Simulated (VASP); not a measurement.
Band structure of BaSi2 (relaxed from the MoSi2 structure, space group I4/mmm). All values below come from PBEsol GGA, VASP's PBE PAW potentials (set 64) (plane waves; VASP).

Unless said otherwise, spin-orbit coupling is left out, though it shifts the bands of the heavy elements here.

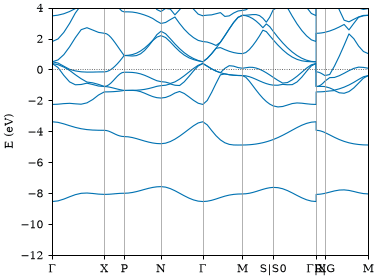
Figure. Bands along high-symmetry lines, zero at the valence-band maximum or, without a gap, the Fermi level

Problem. Read the plot: is there a gap, and where are the band edges?

Solution. It has no gap at this level: it comes out as a metal or semimetal. (Edges off the drawn lines would not show.)

The structure was generated: BaSi2 was put into the MoSi2 type (I4/mmm), which need not be its known phase. It was relaxed first, which changed the volume by +15 %.
